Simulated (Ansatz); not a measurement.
# Nudged elastic band, with input and output: C3H9NSi

- system: C3H9NSi, SMILES C[SiH](C)C=N
- method: RKS PBE0-D4/def2-SVP (Ansatz 0.2.0)

It belongs to a series of runs on one base structure; here: band between the two ends. Figures and captions count atoms from 1; the log counts them from 0 in places.

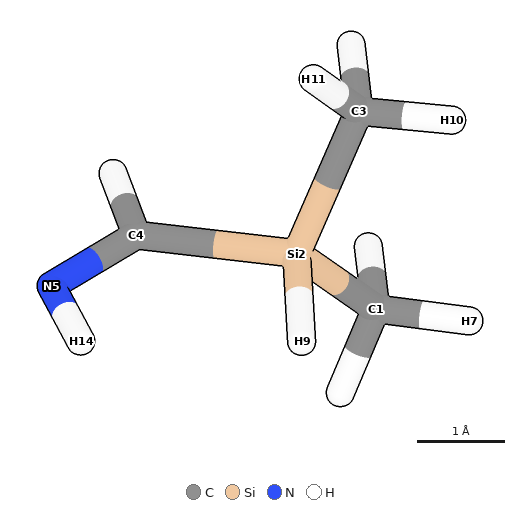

*The input geometry (stick view, seen at a tilt; atoms are numbered from 1 in the order of the input).*

**The input**
```yaml
crystal:
  periodic: [false, false, false]
  atoms:
    - { symbol: C, position_ang: [-1.420404, 1.044354, 0.520031] }
    - { symbol: Si, position_ang: [0.239697, 0.2235, 0.200576] }
    - { symbol: C, position_ang: [0.365287, -1.410759, 1.12005] }
    - { symbol: C, position_ang: [0.463104, -0.070865, -1.665305] }
    - { symbol: "N", position_ang: [1.380717, 0.400686, -2.413275] }
    - { symbol: H, position_ang: [-1.496334, 2.007099, -0.008056] }
    - { symbol: H, position_ang: [-1.567187, 1.232086, 1.59537] }
    - { symbol: H, position_ang: [-2.245411, 0.401115, 0.174749] }
    - { symbol: H, position_ang: [1.361142, 1.13671, 0.602636] }
    - { symbol: H, position_ang: [0.24908, -1.262514, 2.20526] }
    - { symbol: H, position_ang: [1.339106, -1.892481, 0.943642] }
    - { symbol: H, position_ang: [-0.422797, -2.105487, 0.788586] }
    - { symbol: H, position_ang: [-0.277711, -0.722951, -2.174037] }
    - { symbol: H, position_ang: [2.018812, 0.990307, -1.861428] }
basis:
  gaussian: { orbitals: def2-SVP }
hamiltonian:
  xc: pbe0
  dispersion: d4
neb:
  order_check: false
  images: 5
  f_tol: 0.03
  max_iterations: 60
  initial_path: idpp
  final_atoms:
    - { symbol: C, position_ang: [-1.15366058, 1.16434414, 0.3832996] }
    - { symbol: Si, position_ang: [0.44848326, 0.18366792, 0.33519873] }
    - { symbol: C, position_ang: [0.25857186, -1.51182778, 1.12394646] }
    - { symbol: C, position_ang: [0.96928985, -0.02541877, -1.48494481] }
    - { symbol: "N", position_ang: [0.34680879, 0.39538035, -2.51421726] }
    - { symbol: H, position_ang: [-1.03546741, 2.15510787, -0.08309135] }
    - { symbol: H, position_ang: [-1.47640167, 1.32498455, 1.4237659] }
    - { symbol: H, position_ang: [-1.96505506, 0.63120391, -0.13777629] }
    - { symbol: H, position_ang: [1.53460861, 0.93696958, 1.04308598] }
    - { symbol: H, position_ang: [-0.00489055, -1.42462618, 2.18967777] }
    - { symbol: H, position_ang: [1.19594257, -2.08549084, 1.0550358] }
    - { symbol: H, position_ang: [-0.53202962, -2.09106674, 0.62179671] }
    - { symbol: H, position_ang: [1.90713513, -0.58183154, -1.68959392] }
    - { symbol: H, position_ang: [-0.5062342, 0.89940353, -2.23738432] }
```

Machine: 2 threads of INTEL XEON PLATINUM @ 2.10GHz (Emerald Rapids), 24 GiB of memory available, shared host.

Command:
```bash
ansatz run input.yaml --threads 2 --pin off --max-ram 3072MiB --backend cpu --events-out ev --progress --plain --runs-dir out
```

**Log**
```
Engine: ansatz 0.2.0, x86_64-unknown-linux-gnu
Functional definition: PBE0
  parameter a = 0.25
  parameter kappa = 0.804
  parameter beta = 0.06672455060314922
  exchange = (1 - a)*pbe_x(kappa = kappa, mu = beta*pi^2/3) + a*exact_x
  correlation = pbe_c(beta = beta)
1322 factors; integrals over basis functions are off by at most 3.8e-4 eV
mean field evaluation 1: about -12600.8076 eV, gradient 6.3e1 eV
mean field evaluation 2: about -12597.8979 eV, gradient 7.0e1 eV
mean field evaluation 4: about -12610.1824 eV, gradient 3.1e0 eV
mean field evaluation 8: about -12610.2248 eV, gradient 1.4e-1 eV
mean field evaluation 16: about -12610.2248 eV, gradient 7.7e-5 eV
mean field -12610.22482671 eV, -463.4172148644 hartree, gradient 7.7e-5 eV, S^2 0.000000; 0 other end points of the search recorded, 0 dependent functions left out
the calculation of the forces begins
reference -12610.22485607 eV, -463.4172159432 hartree; 24, 24 occupied and 95, 95 virtual orbitals, 1322 factors
1322 factors; integrals over basis functions are off by at most 8.5e-4 eV
mean field evaluation 32: about -12610.2268 eV, gradient 1.1e-5 eV
mean field -12610.22678886 eV, -463.4172869719 hartree, gradient 1.1e-5 eV, S^2 0.000000; 0 other end points of the search recorded, 0 dependent functions left out
[... from here on the field's lines of each further geometry are left out, up to the last ...]
NEB iter   1: max|band force component| = 1.248e0 eV/Å  barrier→ = 0.1342 eV  barrier← = 0.1425 eV  Δτ_max = 0.1162 Å  (186 SCF iters)
NEB iter   2: max|band force component| = 7.252e-1 eV/Å  barrier→ = 0.0780 eV  barrier← = 0.0863 eV  Δτ_max = 0.1245 Å  (149 SCF iters)
NEB iter   3: max|band force component| = 5.032e-1 eV/Å  barrier→ = 0.0733 eV  barrier← = 0.0816 eV  Δτ_max = 0.0680 Å  (148 SCF iters)
NEB iter   4: max|band force component| = 2.099e-1 eV/Å  barrier→ = 0.0390 eV  barrier← = 0.0473 eV  CI = image 3  Δτ_max = 0.0104 Å  (154 SCF iters)
NEB iter   5: max|band force component| = 1.114e-1 eV/Å  barrier→ = 0.0383 eV  barrier← = 0.0466 eV  CI = image 3  Δτ_max = 0.0185 Å  (122 SCF iters)
NEB iter   6: max|band force component| = 3.212e-2 eV/Å  barrier→ = 0.0380 eV  barrier← = 0.0463 eV  CI = image 3  Δτ_max = 0.0108 Å  (125 SCF iters)
NEB iter   7: max|band force component| = 3.266e-2 eV/Å  barrier→ = 0.0379 eV  barrier← = 0.0462 eV  CI = image 3  Δτ_max = 0.0054 Å  (118 SCF iters)
the calculation of the forces begins
reference -12610.21444829 eV, -463.4168334645 hartree; 24, 24 occupied and 95, 95 virtual orbitals, 1322 factors
1322 factors; integrals over basis functions are off by at most 4.2e-4 eV
mean field evaluation 416: about -12610.1587 eV, gradient 1.4e-1 eV
mean field -12610.18406001 eV, -463.4157167158 hartree, gradient 9.4e-6 eV, S^2 0.000000; 1 other end points of the search recorded, 0 dependent functions left out
the calculation of the forces begins
reference -12610.18408906 eV, -463.4157177833 hartree; 24, 24 occupied and 95, 95 virtual orbitals, 1322 factors
NEB iter   8: max|band force component| = 2.452e-2 eV/Å  barrier→ = 0.0379 eV  barrier← = 0.0462 eV  CI = image 3  Δτ_max = 0.0000 Å  (252 SCF iters)
```

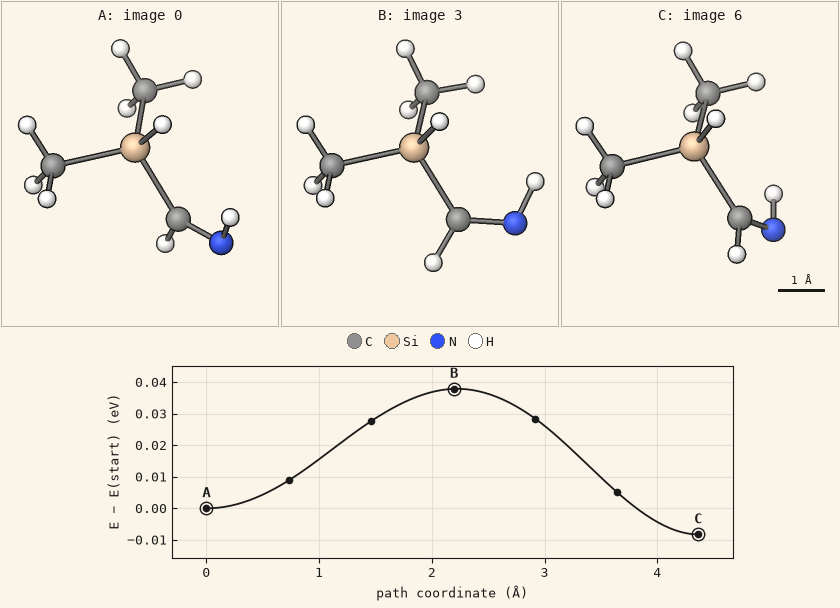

*Images of the last band (counted from 0; ball-and-stick, seen at a tilt) above the energy along the path; the line is a cubic interpolation that uses the forces.*

The highest image is number 3, 0.038 eV above the start and 0.046 eV above the end (the climbing image); the end lies 0.008 eV below the start. The path is 4.36 Å long. The band converged in 8 iterations.

```
Total energy: -12610.42450338 eV, -463.4245528465 hartree
Atom 0 at    -1.080434     1.219304     0.521029 Å, force     0.002661     0.001684    -0.003182 eV/Å
Atom 1 at     0.387113     0.077841     0.238934 Å, force     0.000505     0.000829    -0.004889 eV/Å
Atom 2 at     0.191735    -1.555530     1.142172 Å, force    -0.001761    -0.003022     0.000405 eV/Å
Atom 3 at     0.562458    -0.226297    -1.638486 Å, force    -0.004086    -0.013688     0.024438 eV/Å
Atom 4 at     0.725467     0.665789    -2.533046 Å, force     0.004007     0.003872    -0.021452 eV/Å
Atom 5 at    -0.971914     2.151023    -0.056098 Å, force    -0.001021    -0.001107    -0.001057 eV/Å
Atom 6 at    -1.171357     1.491601     1.584110 Å, force     0.000150    -0.000161     0.001912 eV/Å
Atom 7 at    -2.019190     0.736258     0.207921 Å, force    -0.000944    -0.001671     0.002187 eV/Å
Atom 8 at     1.636213     0.775686     0.689856 Å, force    -0.001107    -0.000978    -0.000792 eV/Å
Atom 9 at     0.108128    -1.401505     2.229158 Å, force    -0.000076     0.001062     0.001049 eV/Å
Atom 10 at     1.055162    -2.214330     0.960524 Å, force    -0.000009     0.000350    -0.000590 eV/Å
Atom 11 at    -0.715027    -2.082672     0.804987 Å, force     0.001311     0.000485    -0.000851 eV/Å
Atom 12 at     0.512014    -1.270227    -2.011021 Å, force    -0.000140     0.004681    -0.001227 eV/Å
Atom 13 at     0.766735     1.603857    -2.111242 Å, force     0.000509     0.007664     0.004049 eV/Å
Dipole moment:    -0.172645    -0.046052     0.479871 e Å
this run last wrote the band of iteration 8 to [file]
```

**The last band as extended XYZ (Å, eV, eV/Å)**
```
14
Properties=species:S:1:pos:R:3:forces:R:3 image=0 energy=-12610.46234
C    -1.4204    1.0444    0.5200   -0.0005   0.0021   0.0011
Si    0.2397    0.2235    0.2006   -0.0029  -0.0021   0.0010
C     0.3653   -1.4108    1.1200    0.0008  -0.0002   0.0020
C     0.4631   -0.0709   -1.6653   -0.0021  -0.0013   0.0006
N     1.3807    0.4007   -2.4133    0.0053   0.0025  -0.0063
H    -1.4963    2.0071   -0.0081   -0.0002   0.0005   0.0005
H    -1.5672    1.2321    1.5954    0.0011   0.0000  -0.0005
H    -2.2454    0.4011    0.1747    0.0001  -0.0012   0.0002
H     1.3611    1.1367    0.6026   -0.0003  -0.0004   0.0007
H     0.2491   -1.2625    2.2053    0.0002   0.0005  -0.0007
H     1.3391   -1.8925    0.9436    0.0005  -0.0002   0.0005
H    -0.4228   -2.1055    0.7886   -0.0011   0.0003  -0.0001
H    -0.2777   -0.7230   -2.1740   -0.0003  -0.0008  -0.0002
H     2.0188    0.9903   -1.8614   -0.0006   0.0004   0.0010
14
Properties=species:S:1:pos:R:3:forces:R:3 image=1 energy=-12610.45347
C    -1.3079    1.0962    0.5276   -0.0012  -0.0006  -0.0015
Si    0.2920    0.1608    0.2112    0.0000  -0.0004  -0.0022
C     0.3118   -1.4740    1.1360   -0.0009   0.0004   0.0006
C     0.4772   -0.1347   -1.6604   -0.0104   0.0028   0.0071
N     1.1729    0.5539   -2.4762    0.0111  -0.0040  -0.0067
H    -1.3135    2.0546   -0.0139   -0.0046  -0.0013   0.0012
H    -1.4356    1.3092    1.6006   -0.0010  -0.0018   0.0015
H    -2.1784    0.5112    0.1913   -0.0022  -0.0026   0.0022
H     1.4597    1.0158    0.6087   -0.0020   0.0022  -0.0019
H     0.2059   -1.3149    2.2206    0.0025   0.0010   0.0000
H     1.2494   -2.0237    0.9624    0.0026   0.0028  -0.0014
H    -0.5234   -2.1134    0.8077    0.0028   0.0003   0.0001
H    -0.0919   -0.9747   -2.1108   -0.0096   0.0060  -0.0022
H     1.6688    1.3043   -1.9760    0.0130  -0.0047   0.0033
14
Properties=species:S:1:pos:R:3:forces:R:3 image=2 energy=-12610.43466
C    -1.1950    1.1548    0.5248   -0.0005   0.0001  -0.0032
Si    0.3409    0.1120    0.2247    0.0023   0.0000  -0.0030
C     0.2550   -1.5224    1.1441   -0.0019  -0.0008   0.0008
C     0.5125   -0.1893   -1.6507   -0.0143  -0.0043   0.0133
N     0.9494    0.6431   -2.5106    0.0138  -0.0007  -0.0099
H    -1.1376    2.1004   -0.0365   -0.0047  -0.0026   0.0000
H    -1.3050    1.3998    1.5929   -0.0009  -0.0022   0.0020
H    -2.1029    0.6231    0.1999   -0.0030  -0.0030   0.0027
H     1.5495    0.8976    0.6409   -0.0022   0.0022  -0.0025
H     0.1597   -1.3628    2.2294    0.0026   0.0016   0.0004
H     1.1563   -2.1296    0.9684    0.0027   0.0022  -0.0008
H    -0.6185   -2.1065    0.8125    0.0034   0.0000   0.0006
H     0.1817   -1.1666   -2.0591   -0.0120   0.0052  -0.0029
H     1.2413    1.5172   -2.0519    0.0148   0.0026   0.0025
14
Properties=species:S:1:pos:R:3:forces:R:3 image=3 energy=-12610.42447
C    -1.0804    1.2193    0.5210    0.0027   0.0017  -0.0032
Si    0.3871    0.0778    0.2389    0.0005   0.0008  -0.0049
C     0.1917   -1.5555    1.1422   -0.0018  -0.0030   0.0004
C     0.5625   -0.2263   -1.6385   -0.0041  -0.0137   0.0244
N     0.7255    0.6658   -2.5330    0.0040   0.0039  -0.0215
H    -0.9719    2.1510   -0.0561   -0.0010  -0.0011  -0.0011
H    -1.1714    1.4916    1.5841    0.0001  -0.0002   0.0019
H    -2.0192    0.7363    0.2079   -0.0009  -0.0017   0.0022
H     1.6362    0.7757    0.6899   -0.0011  -0.0010  -0.0008
H     0.1081   -1.4015    2.2292   -0.0001   0.0011   0.0010
H     1.0552   -2.2143    0.9605    0.0000   0.0003  -0.0006
H    -0.7150   -2.0827    0.8050    0.0013   0.0005  -0.0009
H     0.5120   -1.2702   -2.0110   -0.0001   0.0047  -0.0012
H     0.7667    1.6039   -2.1112    0.0005   0.0077   0.0040
14
Properties=species:S:1:pos:R:3:forces:R:3 image=4 energy=-12610.43396
C    -0.9681    1.2849    0.5225    0.0045   0.0021  -0.0033
Si    0.4315    0.0595    0.2498    0.0059   0.0026  -0.0024
C     0.1295   -1.5698    1.1315   -0.0022  -0.0031  -0.0009
C     0.6179   -0.2451   -1.6260   -0.0033  -0.0065   0.0158
N     0.5040    0.6198   -2.5544   -0.0013   0.0014  -0.0102
H    -0.8024    2.2217   -0.0326    0.0024  -0.0003  -0.0024
H    -1.0586    1.5452    1.5885    0.0029   0.0007   0.0016
H    -1.9283    0.8595    0.1908    0.0019   0.0025  -0.0004
H     1.7168    0.6618    0.7357    0.0012  -0.0036   0.0042
H     0.0565   -1.4237    2.2204   -0.0031  -0.0004  -0.0003
H     0.9538   -2.2752    0.9423   -0.0030  -0.0015  -0.0005
H    -0.8057   -2.0392    0.7878   -0.0020   0.0009  -0.0020
H     0.8537   -1.2754   -1.9635    0.0165   0.0019   0.0006
H     0.2864    1.5466   -2.1641   -0.0205   0.0034   0.0002
14
Properties=species:S:1:pos:R:3:forces:R:3 image=5 energy=-12610.45715
C    -0.8574    1.3488    0.5198    0.0040   0.0023  -0.0013
Si    0.4768    0.0511    0.2588    0.0045   0.0019  -0.0029
C     0.0707   -1.5681    1.1196   -0.0008  -0.0019  -0.0012
C     0.6701   -0.2490   -1.6142    0.0011  -0.0035   0.0092
N     0.2859    0.5147   -2.5589   -0.0057  -0.0017  -0.0068
H    -0.6206    2.2917    0.0020    0.0050   0.0013   0.0007
H    -0.9666    1.5823    1.5903    0.0014   0.0004   0.0006
H    -1.8312    0.9897    0.1504    0.0033   0.0032  -0.0020
H     1.7895    0.5635    0.7732    0.0013  -0.0034   0.0040
H     0.0016   -1.4287    2.2097   -0.0036  -0.0006  -0.0013
H     0.8530   -2.3190    0.9270   -0.0037  -0.0012  -0.0009
H    -0.8885   -1.9774    0.7658   -0.0026   0.0018  -0.0028
H     1.1717   -1.1854   -1.9348    0.0183   0.0063   0.0028
H    -0.1678    1.3566   -2.1799   -0.0223  -0.0049   0.0019
14
Properties=species:S:1:pos:R:3:forces:R:3 image=6 energy=-12610.47063
C    -0.9468    1.2894    0.5236    0.0008   0.0006   0.0004
Si    0.5156    0.1424    0.2467   -0.0007  -0.0007  -0.0001
C     0.2935   -1.5041    1.1257   -0.0001   0.0000   0.0016
C     0.6916   -0.1639   -1.6250   -0.0023   0.0046   0.0031
N    -0.0528    0.2967   -2.5511    0.0049  -0.0056  -0.0057
H    -0.8109    2.2507    0.0033   -0.0001  -0.0002   0.0005
H    -1.0678    1.5081    1.5960   -0.0001  -0.0007  -0.0006
H    -1.8855    0.8339    0.1693   -0.0001   0.0002  -0.0003
H     1.7779    0.7918    0.7295    0.0006  -0.0001  -0.0007
H     0.2275   -1.3642    2.2160   -0.0002   0.0003  -0.0011
H     1.1421   -2.1761    0.9235    0.0000   0.0000   0.0002
H    -0.6262   -2.0072    0.7885   -0.0001  -0.0003  -0.0003
H     1.5190   -0.8219   -1.9616   -0.0016   0.0011  -0.0015
H    -0.7901    0.8953   -2.1555   -0.0010   0.0009   0.0045
```

**Results in brief**

```json
{"quantity": "outcome", "value": "converged"}
{"quantity": "barrier, forward", "value": "0.038 eV"}
{"quantity": "barrier, backward", "value": "0.046 eV"}
{"quantity": "wall time", "value": "1.7 min (CPU time 3.3 min)"}
{"quantity": "peak memory", "value": "0.3 GiB"}
```

**Remarks**

The order of the saddle point was not checked.
